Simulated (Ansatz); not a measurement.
Molecule (SMILES): [S+]#[C-] (C-S).
Atoms: C1, S2. Bonds: C1-S2.

Basis-set convergence of the highest harmonic wavenumber at PBE with Ansatz (an electronic-structure program). Each level at its own minimum, finite differences of forces, unscaled; the reference is a large set that could be run, not a limit. Cartesian d functions, on some or all atoms, in 6-31+G*, 6-311+G**; all else is spherical. The program fits the integrals of some runs and decomposes those of others, by size. No added dispersion term, no relativity. Reference: the value in aug-cc-pV(Q+d)Z, 1260 cm⁻¹. Deviations are taken from unrounded values.

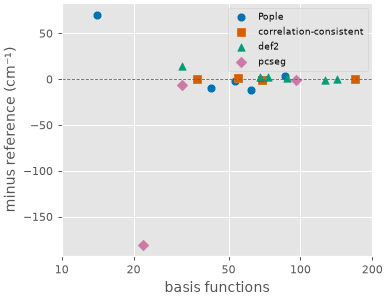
Fig. 1. Deviation from the reference against the number of basis functions, by family of sets.

```csv
basis,functions,highest harmonic wavenumber (cm⁻¹),minus reference (cm⁻¹)
STO-3G,14,1331,70
pcseg-0,22,1080,-180
def2-SVP,32,1274,14
pcseg-1,32,1254,-7
cc-pV(D+d)Z,37,1261,0
6-31+G*,42,1251,-10
6-311+G**,53,1258,-2
aug-cc-pV(D+d)Z,55,1261,1
"6-311++G(2d,2p)",62,1248,-12
def2-TZVP,68,1263,2
cc-pV(T+d)Z,69,1260,-1
def2-TZVPP,73,1263,2
"6-311++G(3df,3pd)",86,1264,4
def2-TZVPPD,88,1261,1
aug-pcseg-2,96,1260,-1
def2-QZVPP,127,1260,-1
def2-QZVPPD,142,1261,0
aug-cc-pV(Q+d)Z,169,1260,0
```
